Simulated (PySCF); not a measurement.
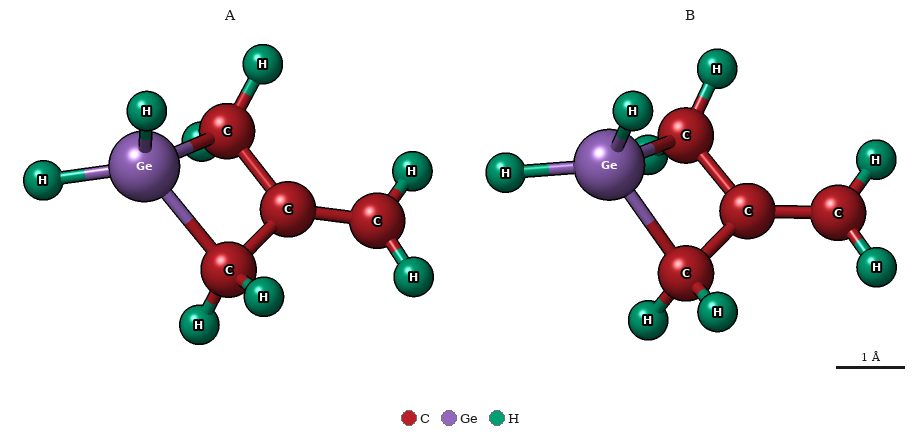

Two geometries of C4H8Ge, drawn at one scale. One is the start of a relaxation, the other its converged end. Style: ball-and-stick. Shown at a tilt.

Computed with PBE0-D3(BJ)/def2-SVP geometry optimisation, gas phase (PySCF). 

Which geometry has the lower energy?

Structure B is the relaxed one. The start comes from GFN2-xTB. Its atoms were then displaced at random by about 0.01 Å. Over 8 geometry steps the energy falls by 3.13 kcal/mol. The atom that moves furthest after the best rigid fit is an H atom (0.39 Å). By element the largest moves are H 0.39 Å, C 0.19 Å, Ge 0.09 Å. Some distances before and after: C–Ge 1.944 → 1.986 Å, C–H 1.052 → 1.094 Å, C–H 1.120 → 1.098 Å, C–Ge 1.973 → 1.985 Å. Bond angles that change, for instance: Ge–C–H 115.4° → 108.1°, H–Ge–H 105.2° → 111.2°, C–C–H 113.0° → 116.6°.
